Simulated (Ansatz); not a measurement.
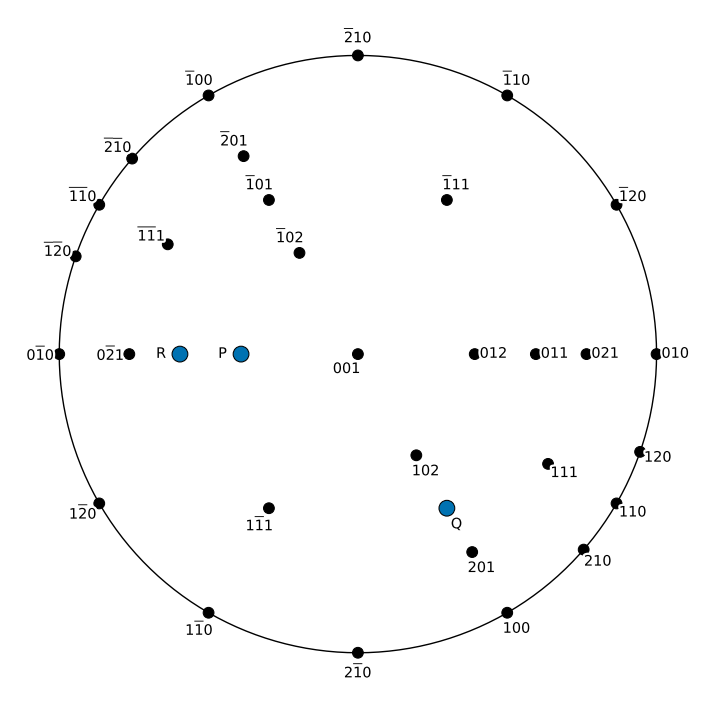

Crystal: AlN, a calculation's input that goes back to an entry of the Crystallography Open Database (an earlier step may have relaxed or displaced it). Stereographic projection of plane normals (upper hemisphere) centred on (0 0 1). Symmetry computed with spglib at a tolerance of 0.002 Å; standard conventional cell.

a = 3.111 Å, b = 3.111 Å, c = 4.978 Å, α = 90.00°, β = 90.00°, γ = 120.00°.

> Index the poles marked P, Q, R.

P is (0 −1 2), in four indices (0 −1 1 2), 42.7° from the centre; Q is (1 0 1), in four indices (1 0 −1 1), 61.6° from the centre; R is (0 −1 1), in four indices (0 −1 1 1), 61.6° from the centre.

> What is the angle between the normals of (1 −1 1) and (−1 −1 1), and what are their d_hkl = 1/|g|?

81.8°; d = 2.369 Å and 1.485 Å.
